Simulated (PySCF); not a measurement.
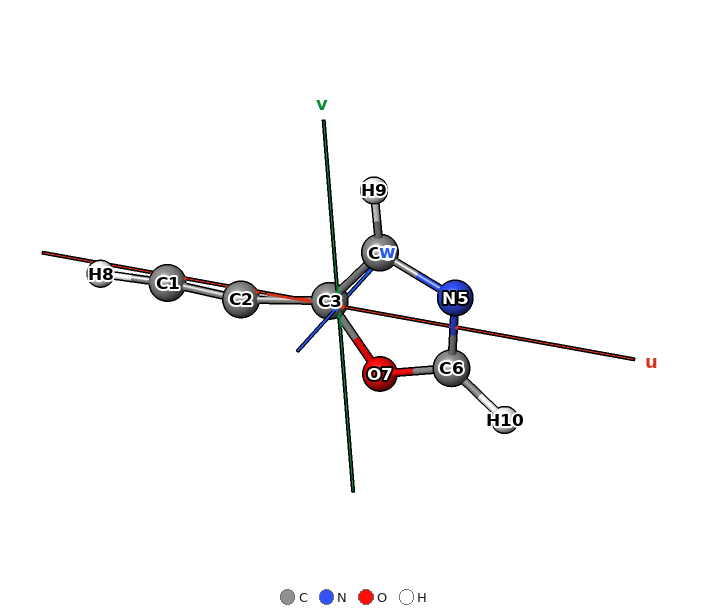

The lines u, v and w are the principal axes of the static dipole polarisability. Geometry: a frame of a GFN2-xTB molecular-dynamics simulation, not a minimum. Computed with PBE0/def2-SVPD (PySCF 2.14.0).

### Along which axis is the molecule most polarisable, and along which least?

Most along u (nearly parallel to the C1–C2 bond), least along w.

### Give the three principal values.

u 107.7, v 56.1, w 38.9 bohr³; mean 67.6, anisotropy 62.0 bohr³.
